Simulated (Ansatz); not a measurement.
ClFH₄OW

Input file:

```
crystal:
  periodic: [false, false, false]
  atoms:
    - { symbol: W, position_ang: [0.0, 0.0, 0.0] }
    - { symbol: Cl, position_ang: [1.1194, 0.0, 2.3356] }
    - { symbol: H, position_ang: [1.8219, 0.0, 0.6057] }
    - { symbol: H, position_ang: [0.0, 1.72, 0.0] }
    - { symbol: H, position_ang: [-1.72, 0.0, 0.0] }
    - { symbol: F, position_ang: [0.0, -1.85, 0.0] }
    - { symbol: O, position_ang: [0.0, 0.0, -1.94] }
    - { symbol: H, position_ang: [0.5278, 0.7924, -2.2771] }
basis:
  gaussian: { orbitals: def2-SVP }
hamiltonian:
  xc: b3lyp
  dispersion: d4
relax:
  f_tol: 0.15
  max_steps: 25
  restrain:
    - { distance: [1, 2], at: 2.57, k: 30.0 }
    - { distance: [0, 1], at: 2.39, k: 30.0 }
    - { distance: [0, 2], at: 1.72, k: 30.0 }
output:
  orbitals: {}
```

Launched as:

```sh
ansatz run input.yaml --threads 2 --pin off --max-ram 3072MiB --backend cpu --events-out ev --progress --plain --runs-dir out
```

The fields are those of the run's last geometry, not of the input's.

Core potentials replace the inner electrons of W; not at a stationary point (largest force 0.9 eV/Å).

The calculation used RKS B3LYP-D4/def2-SVP (Ansatz).

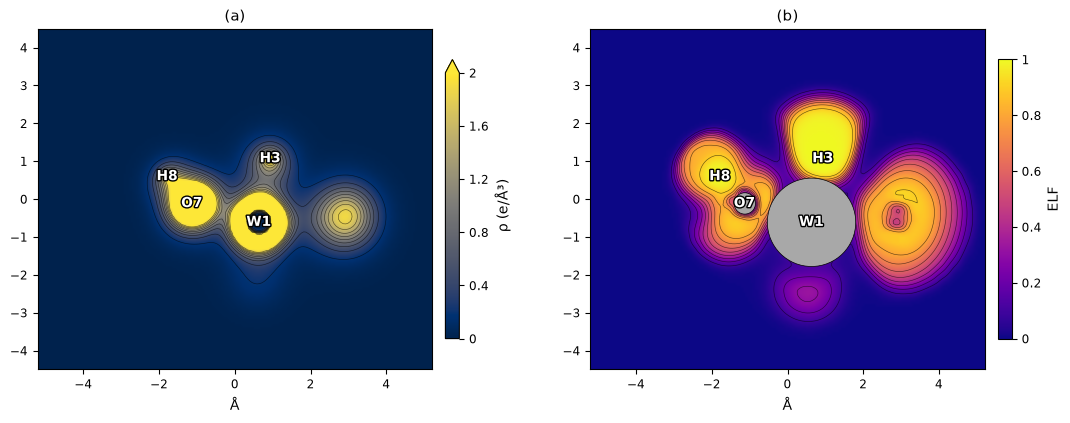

Figure 1. (a) electron density; (b) ELF on the plane of atoms H3, W1 and O7. Grey discs cover the atomic cores in the ELF map.

> What does the map show?

Atoms in the plane: W, H and O. W–O (1.83 Å): the density is about 1.2 e/Å³ at the midpoint; the ELF peaks at about 0.85 in the valence shell of O, 0.5 Å from its nucleus, and drops to about 0.20 between the two atoms. O–H (0.97 Å): ρ is about 3.7 e/Å³ halfway; the ELF climbs to about 1 towards the hydrogen, as it does in any bond to H; a covalent bond by its length.

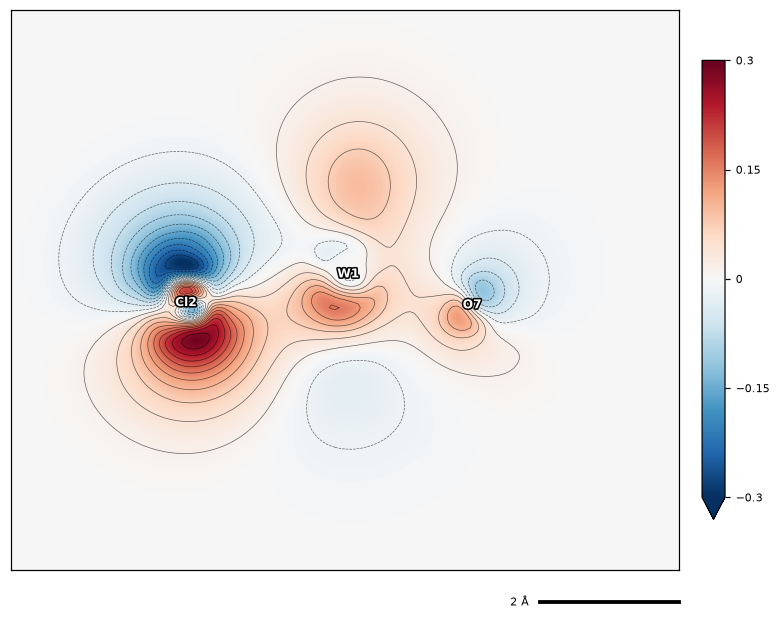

Figure 2. The HOMO−1 on the plane of atoms Cl2, W1 and O7 (values in Å⁻³ᐟ²; the overall sign is arbitrary).

> What is the character of this orbital?

Its weight (Hirshfeld) is mainly on Cl2 (about 65 %), W1 (about 10 %), F6 (about 5 %) and H3 (about 5 %). Its energy is −8.26 eV.

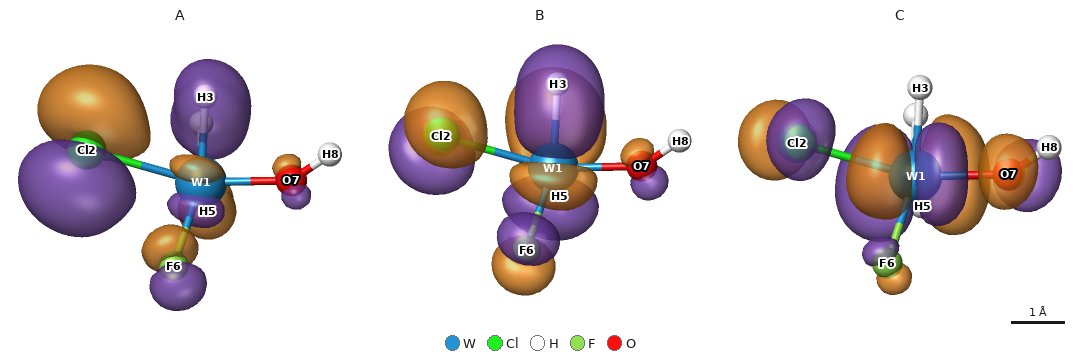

Figure 3. Three frontier orbitals at ±0.1 Å⁻³ᐟ² (orange and purple are the two phases), in no order.

> Which picture is the HOMO−1, the HOMO and the LUMO?

A is the HOMO−1 (−8.26 eV). Its weight (Hirshfeld) is mainly on Cl2 (about 65 %), W1 (about 10 %), F6 (about 5 %) and H3 (about 5 %). B is the HOMO (−7.86 eV). By Hirshfeld shares it lies mainly on W1 (about 40 %), Cl2 (about 20 %), H4 (about 15 %), F6 (about 10 %) and H3 (about 10 %). C is the LUMO (−3.45 eV). Its weight (Hirshfeld) is mainly on W1 (about 65 %), O7 (about 15 %) and Cl2 (about 10 %).

> What is the HOMO–LUMO gap?

4.41 eV between the orbital energies.
